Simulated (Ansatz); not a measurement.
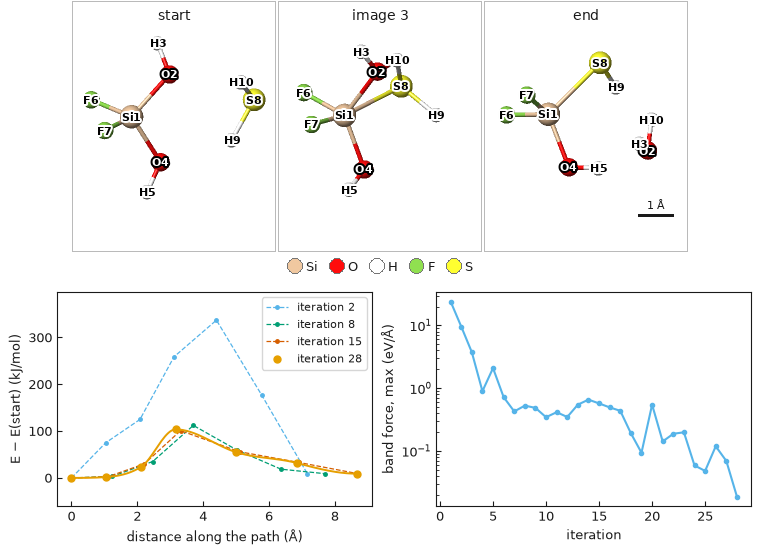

A nudged-elastic-band calculation for SiH₄SO₂F₂, made up at the start of SiH₂O₂F₂ and H2S. Images are numbered from 0 (start) to 6 (end). The plot follows the band through its iterations. A ball-and-stick model, seen at a tilt.

Theory: RKS revPBE/def2-SVP (Ansatz). Settings: 5 movable images; climbing image; force threshold 0.03 eV/Å; iteration limit 60; spring constant 50.0 eV/Å²; starting path through a guess of the saddle point.

Q: Did the band converge, and can the barrier be trusted?

A: The run is converged, with reservations. The band converged in 28 iterations. The largest component of the band force went from 24 to 0.019 eV/Å. The climbing image converged on the top of the path. Its curvatures weren't checked. The spring constant is far from the usual few eV/Å², which spoils the spacing or the steps. The first iteration put the highest image at 859.6 kJ/mol. Forward barrier 103.7 kJ/mol, backward barrier 94.5 kJ/mol, with image 3 at the top; the reaction energy is +9.1 kJ/mol.

Limits of the set-up: the start holds two separate molecules, 2.6 Å apart at their closest, whose relative position is a soft coordinate and is computed without a dispersion correction.

Cost: 110 s on 4 threads of AMD EPYC 7R13 Processor (Zen 3) (shared host), peak memory 0.18 GiB.
